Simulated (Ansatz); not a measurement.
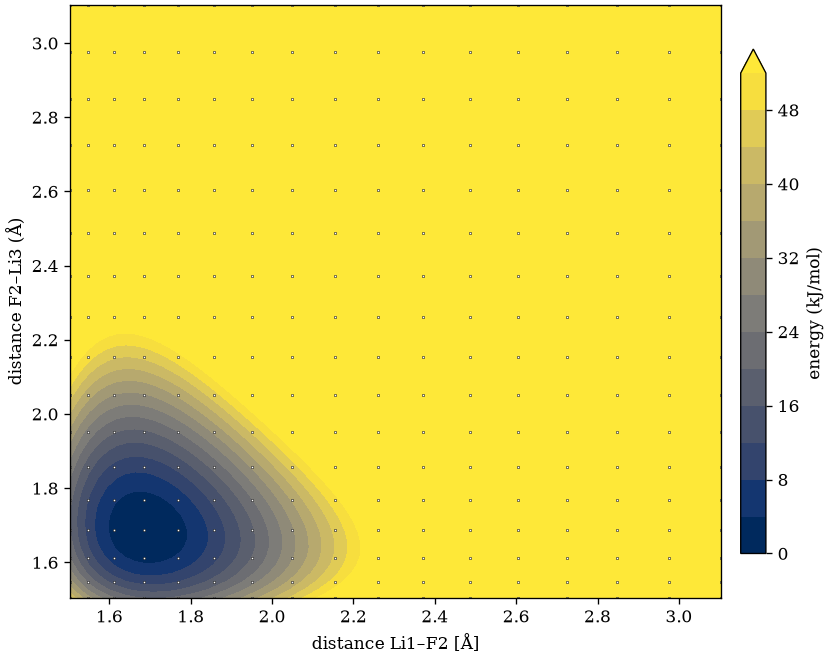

The system Li⁺ + FLi. 
- First axis: distance Li1–F2. Second axis: distance F2–Li3.
- Nothing is relaxed (the angle Li1–F2–Li3 is fixed at 100 degrees).
- The grid has 17 × 17 points; 153 points were computed and 136 follow by symmetry.
- Points are written as (first, second).
- Energies: kJ/mol, counted from the lowest grid point.
- All numbers below come from RHF/def2-TZVPD (Ansatz).

The picture shows filled contours, dots at the grid points, one colour for all values above the top of the scale. Between grid points the surface is interpolated.

### Where is the minimum, and how stiff is the well along each coordinate?

The interpolated minimum is at distance Li1–F2 ≈ 1.686 Å, distance F2–Li3 ≈ 1.686 Å. The curvatures there are about 8.8 eV/Å² and 8.8 eV/Å², with a cross term of about 1 eV/Å². Round the minimum the two coordinates are weakly coupled (coupling 0.12 in units of the two stiffnesses). (1 eV is 96.5 kJ/mol.)
